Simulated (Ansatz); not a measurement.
## Ti: response to strain

The parent structure is Ti in the hcp (Mg type) structure (space group P6_3/mmc, No. 194; relaxed with 0.1 eV smearing).

```yaml
crystal:
  lattice:
    - [2.93950, 0.00000, 0.00000]
    - [-1.46975, 2.54568, 0.00000]
    - [0.00000, 0.00000, 4.65386]
  atoms:
    - { symbol: Ti, position: [0.33333, 0.66667, 0.75000] }
    - { symbol: Ti, position: [0.66667, 0.33333, 0.25000] }
```

Cartesian axes are those of the cell as printed.

Strains are applied to the cell and any free atomic positions relax; under biaxial strain the out-of-plane vector relaxes too.

All numbers come from PBE/PAW in Ansatz (a program for electronic structure), without spin-orbit coupling, earlier PAW set.

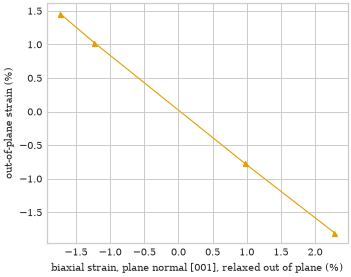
Figure. Out-of-plane strain against biaxial strain, plane normal [001], relaxed out of plane

Problem. From the plot, what is the out-of-plane strain for biaxial strain −1.73 %, plane normal [001], relaxed out of plane?

Solution. About 1.5 %.

Problem. Is the trend monotonic over the range shown?

Solution. Yes, it falls throughout, spanning -1.80 % to +1.46 %.

No phonon test of stability was made. The final runs are not spin-polarised.
